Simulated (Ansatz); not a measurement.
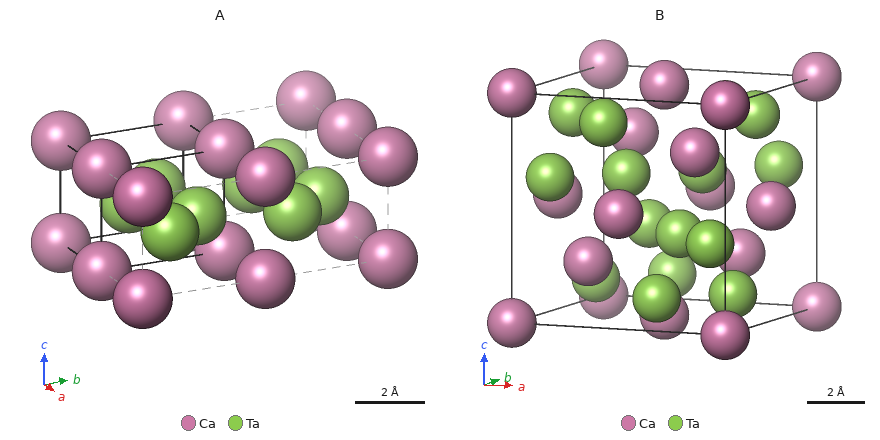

Two structures of CaTa2, each relaxed to rest (conventional cells in solid outline, small ones repeated, not to one scale). Method: DFT PBE, scalar-relativistic, plane waves, PAW in Ansatz 0.2.0, without spin polarisation.

**Describe A and B.**

A: AlB₂ type, P6/mmm. B: cubic Laves phase (C15, MgCu₂ type), Fd-3m.

**Which structure is more stable?**

B is lower, by 94 meV/atom at this level of theory (energies at zero smearing). Volumes: A 21.5, B 23.0 Å³/atom.

One or both may be structure types tried for this composition rather than known phases.
